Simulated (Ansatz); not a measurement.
A series of calculations on SnPH$_{6}$Cl

Part 1: Relaxation

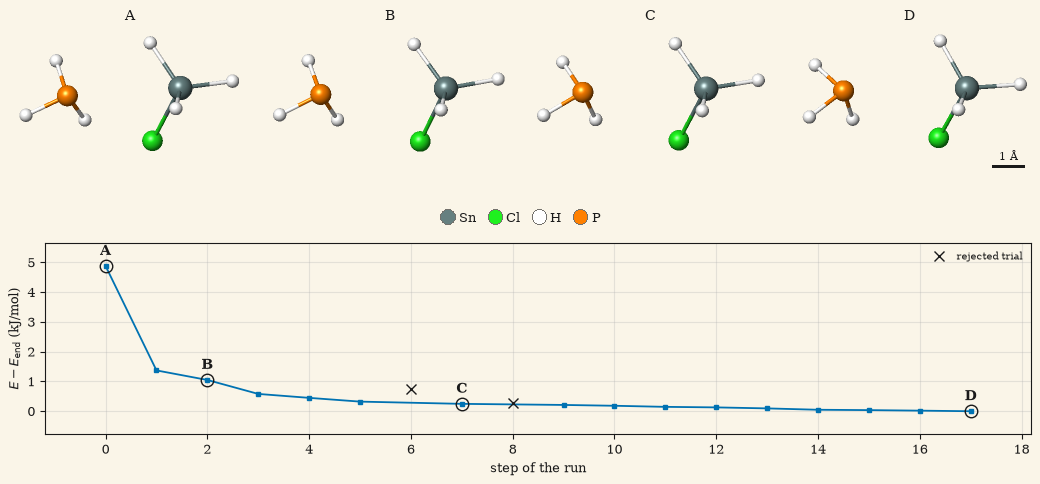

Frames of a relaxation of SnPH6Cl, marked on the history of the run. The picture is a ball-and-stick view, seen at a tilt.

The run prepares an end point of a later path (reaction) calculation, from a guessed geometry.

Method: RKS PBE-D4/def2-SVP (Ansatz 0.2.0).

The input:
```yaml
crystal:
  periodic: [false, false, false]
  atoms:
    - { symbol: Sn, position_ang: [0.361131, 0.121763, -0.158053] }
    - { symbol: Cl, position_ang: [0.610407, -0.058439, 2.225883] }
    - { symbol: H, position_ang: [1.976538, 0.079928, -0.767885] }
    - { symbol: H, position_ang: [-0.429574, 1.618546, -0.461625] }
    - { symbol: H, position_ang: [-0.543126, -1.266396, -0.634227] }
    - { symbol: P, position_ang: [-3.07579, -0.061767, 1.102712] }
    - { symbol: H, position_ang: [-3.132369, -1.488428, 0.908163] }
    - { symbol: H, position_ang: [-4.030419, -0.098539, 2.184241] }
    - { symbol: H, position_ang: [-1.953497, -0.158768, 1.98399] }
basis:
  gaussian: { orbitals: def2-SVP }
hamiltonian:
  xc: pbe
  dispersion: d4
relax:
  f_tol: 0.03
  max_steps: 50
output:
  orbitals: {}
```

Run as
```bash
ansatz run input.yaml --threads 2 --pin off --max-ram 3072MiB --backend cpu --events-out ev --progress --plain --runs-dir out
```

What happens along the run?

Answer. Over 15 accepted moves (17 points after the start) the energy falls by 4.88 kJ/mol. Largest force component: 0.35 eV/Å at the start, 0.027 eV/Å at the end. The line search rejected the trial steps at points 6, 8 of the run. The forces were under the threshold at step 5, but the run went on from there. H7 moves most after the best rigid fit: 0.68 Å. Largest moves by element: H 0.68 Å, P 0.26 Å, Cl 0.23 Å, Sn 0.21 Å. Near-neighbour distances that change, for instance: Sn1–Cl2 2.404 → 2.386 Å, P6–H9 1.430 → 1.439 Å. Cost: 29 s on 2 threads of Arm Neoverse V1, with other jobs on the host, peak memory 0.13 GiB. From step 0 to 2: Cl and H atoms move most (0.25 Å), energy −3.83 kJ/mol. From step 2 to 7: H8 moves most (0.22 Å), energy −0.80 kJ/mol. From step 7 to 17: H8 moves most (0.26 Å), energy −0.25 kJ/mol.

```
step  E − E(0), kJ/mol  largest force component, eV/Å      note
   0              0.00                         0.3463          
   1             -3.51                         0.0643          
   2             -3.83                         0.0924          
   3             -4.30                         0.0732          
   4             -4.43                         0.0456          
   5             -4.56                         0.0067          
   6             -4.12                         0.2800  rejected
   7             -4.63                         0.0466          
   8             -4.60                         0.0897  rejected
   9             -4.67                         0.0409          
  10             -4.70                         0.0567          
  11             -4.73                         0.0675          
  12             -4.75                         0.0641          
  13             -4.79                         0.0496          
  14             -4.83                         0.0524          
  15             -4.84                         0.0762          
  16             -4.86                         0.0633          
  17             -4.88                         0.0271
```

Limits of the set-up: the start holds two separate molecules, 2.6 Å apart at their closest, whose relative position is a soft coordinate.

Part 2: Relaxation

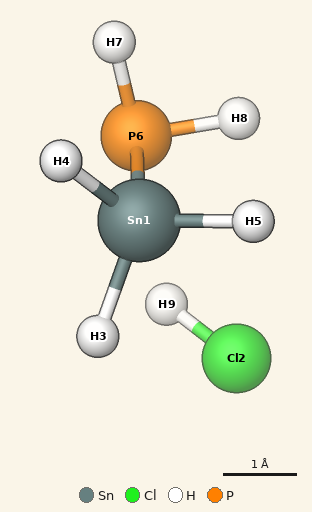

This is the input geometry for a relaxation of SnPH6Cl. Style: ball-and-stick. Shown from a free direction.

The run prepares an end point of a later path (reaction) calculation, from a guessed geometry.

Level of theory: RKS PBE-D4/def2-SVP in Ansatz 0.2.0.

Input file:
```yaml
crystal:
  periodic: [false, false, false]
  atoms:
    - { symbol: Sn, position_ang: [-0.564604, 0.014391, -0.350184] }
    - { symbol: Cl, position_ang: [0.174975, -0.638449, 3.12675] }
    - { symbol: H, position_ang: [0.748674, 0.868738, 0.357528] }
    - { symbol: H, position_ang: [-0.984301, 0.803373, -1.832717] }
    - { symbol: H, position_ang: [-0.113828, -1.615121, -0.675052] }
    - { symbol: P, position_ang: [-2.53005, 0.137022, 1.162029] }
    - { symbol: H, position_ang: [-3.511852, 0.151246, 0.107608] }
    - { symbol: H, position_ang: [-2.611653, -1.287941, 1.342511] }
    - { symbol: H, position_ang: [-0.824062, 0.254642, 3.144728] }
basis:
  gaussian: { orbitals: def2-SVP }
hamiltonian:
  xc: pbe
  dispersion: d4
relax:
  f_tol: 0.03
  max_steps: 50
output:
  orbitals: {}
```

Launched with:
```bash
ansatz run input.yaml --threads 2 --pin off --max-ram 3072MiB --backend cpu --events-out ev --progress --plain --runs-dir out
```

Predict the outcome.

Over 13 accepted moves (16 points after the start) the energy falls by 11.2 kJ/mol. The largest force component goes from 0.64 to 0.0064 eV/Å. The line search rejected the trial steps at points 3, 8, 12 of the run. The forces were under the threshold at step 13, but the run went on from there. The atom that moves furthest after the best rigid fit is H7 (0.94 Å). Largest moves by element: H 0.94 Å, Cl 0.39 Å, P 0.31 Å, Sn 0.06 Å. Near-neighbour distances that change, for instance: Sn1–P6 2.483 → 2.551 Å, Cl2–H9 1.340 → 1.316 Å. Bond angles that change, for instance: H5–Sn1–P6 111.6° → 107.4°, H4–Sn1–P6 107.9° → 110.9°. Groups turn about Sn1–P6 by about 70°. Cost: 29 s on 2 threads of Arm Neoverse V1, on a shared host, peak memory 0.13 GiB.

Step by step:

```
step  E − E(0), kJ/mol  largest force component, eV/Å      note
   0              0.00                         0.6392          
   1             -3.50                         0.7514          
   2             -5.15                         0.5404          
   3             -3.98                         0.6923  rejected
   4             -6.46                         0.3577          
   5             -6.93                         0.3766          
   6             -8.02                         0.0470          
   7             -8.80                         0.0645          
   8             -8.70                         0.2810  rejected
   9             -9.23                         0.0814          
  10             -9.64                         0.1219          
  11            -10.48                         0.0332          
  12             -9.88                         0.4394  rejected
  13            -10.83                         0.0258          
  14            -10.90                         0.1817          
  15            -10.92                         0.1479          
  16            -11.25                         0.0064
```

Final geometry:

```xyz
9

Sn   -0.5358   -0.0207   -0.3930
Cl    0.3763   -0.4964    3.4264
H     0.4406    1.3322    0.0359
H    -1.1315    0.1702   -2.0066
H     0.3492   -1.4923   -0.2618
P    -2.4590   -0.1376    1.2788
H    -3.2570    0.8814    0.6505
H    -3.1309   -1.2250    0.6187
H    -0.8686   -0.3241    3.0342
```

After the run, drawn alike:

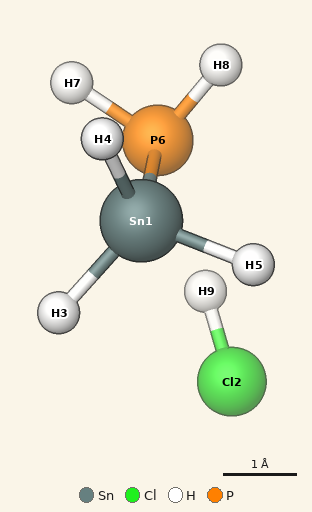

Limits of the set-up: the start holds two separate molecules, 2.6 Å apart at their closest, whose relative position is a soft coordinate.

Part 3: Path

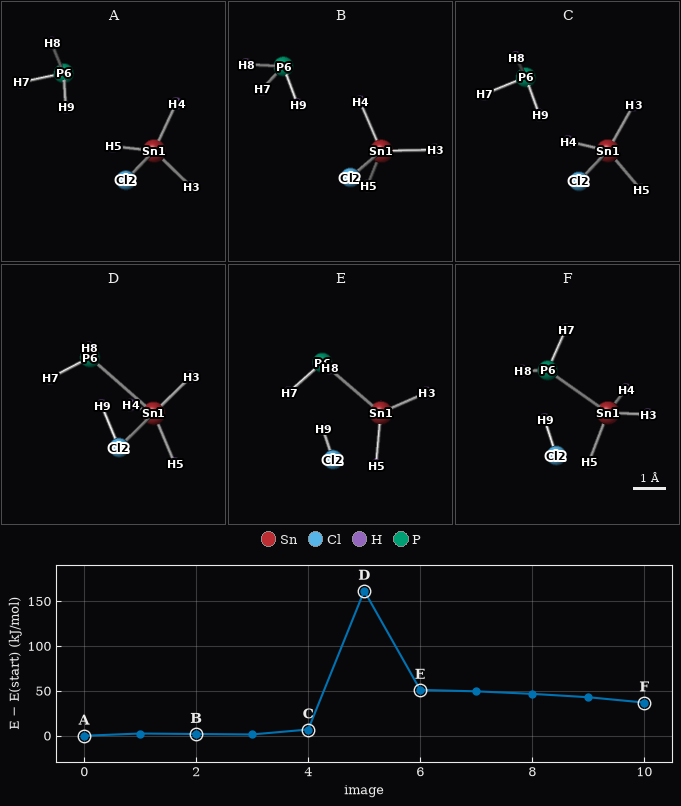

NEB run on SnPH6Cl, made up at the start of SnH3Cl and PH₃. Images are numbered from 0 (start) to 10 (end). Frames A to F are images 0, 2, 4, 5, 6, 10. A ball-and-stick model, seen from a free direction.

All numbers below come from RKS PBE-D4/def2-SVP in Ansatz. Run with 9 movable images; climbing image; force threshold 0.05 eV/Å; iteration limit 60; starting path through a guess of the saddle point.

> Read off the barrier and say what moves.

The path has more than one stage, and so few images may leave a stage unresolved. Breaking: P6–H9 (1.44 → 1.80 at the top → 2.38 Å), Sn1–Cl2 (2.39 → 2.79 at the top → 3.96 Å). Forming: Cl2–H9 (3.01 → 1.58 at the top → 1.32 Å), Sn1–P6 (3.94 → 2.81 at the top → 2.55 Å). Forward barrier 161.6 kJ/mol, backward barrier 124.6 kJ/mol, with image 5 at the top; the reaction energy is +37.0 kJ/mol. The band converged in 41 iterations. The largest component of the band force went from 79 to 0.041 eV/Å. The climbing image converged on the top of the path. Its vibrational analysis gives one imaginary mode (853i cm⁻¹), as a transition state must have.

Limits of the set-up: the start holds two separate molecules, 3.0 Å apart at their closest, whose relative position is a soft coordinate.
